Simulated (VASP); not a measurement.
Band structure of CdTe (zinc blende). These are PBEsol GGA, VASP's PBE PAW potentials (set 64) (plane waves; VASP) values and carry that method's errors.

Unless said otherwise, spin-orbit coupling is left out, though it shifts the bands of the heavy elements here.

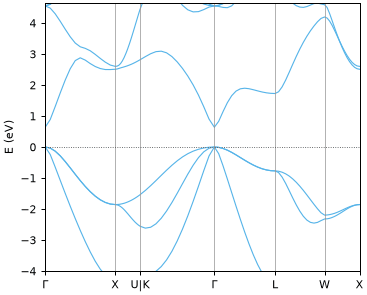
Figure: Bands along high-symmetry lines, zero at the valence-band maximum or, without a gap, the Fermi level

Question: Read the plot: is there a gap, and where are the band edges?

Answer: The gap is direct, 0.64 eV, from the valence maximum at Γ to the conduction minimum at Γ. (Edges off the drawn lines would not show.)

Measured: gap 1.63 eV (computed value off by -0.99 eV), as given by Anna Miglio et al., npj Computational Materials (2020), arXiv:2011.12765 [zero-point renormalisation of 16 meV (experimental, the table's column) added back].

The compound is CdTe in the zinc blende structure. It was relaxed first.
